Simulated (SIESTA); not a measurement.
Band structure of Li₃Mg (Pm-3m, 4 atoms in the cell).

```xyz
4
Lattice="4.3043 0.0000 0.0000 0.0000 4.3043 0.0000 0.0000 0.0000 4.3043" Properties=species:S:1:pos:R:3 pbc="T T T"
Li     2.1522     2.1522     0.0000
Li     0.0000     2.1522     2.1522
Li     2.1522     0.0000     2.1522
Mg     0.0000     0.0000     0.0000
```

Computed with GGA PBEsol, numerical atomic orbitals DZP, PseudoDojo PBEsol standard norm-conserving potentials (rewritten from UPF to PSML) (SIESTA 5.4.2).

Settings: XC.functional = GGA; XC.authors = PBEsol; potentials = PseudoDojo PBEsol standard; PAO.BasisSize = DZP; PAO.EnergyShift = 0.01 Ry; MeshCutoff = 300 Ry; kgrid.MonkhorstPack = 10 10 10; OccupationFunction = MP; OccupationMPOrder = 0; ElectronicTemperature = 100 meV; PAO.Polarization.NonPerturbative = true; MaxSCFIterations = 150; SCF.Mixer.Method = Pulay; SCF.Mixer.Weight = 0.1.

The starting cell comes from a database of computed structures (which also holds hypothetical and non-ambient phases and stackings), without a prior relaxation at this level. Its lattice was rescaled by a random factor within 2.5 % of one. Values carry the incompleteness of an atom-centred basis.

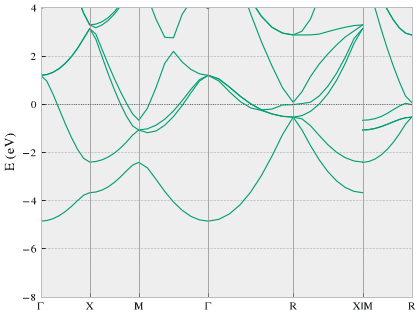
Figure. Bands along the path, energies from the Fermi level.

Levels in eV from the Fermi level, bands 6 to 11:
```tsv
point	6	7	8	9	10	11
Γ	-43.40	-43.40	-4.87	1.18	1.18	1.18
X	-43.39	-43.37	-3.69	-2.42	3.12	3.12
M	-43.39	-43.39	-2.43	-1.09	-1.09	-0.68
R	-43.40	-43.40	-0.55	-0.55	-0.55	-0.03
```

Bands cross the Fermi level along this path, so the cell is metallic at this level.

Higher empty bands are left out: an atom-centred basis made for the valence describes them poorly.
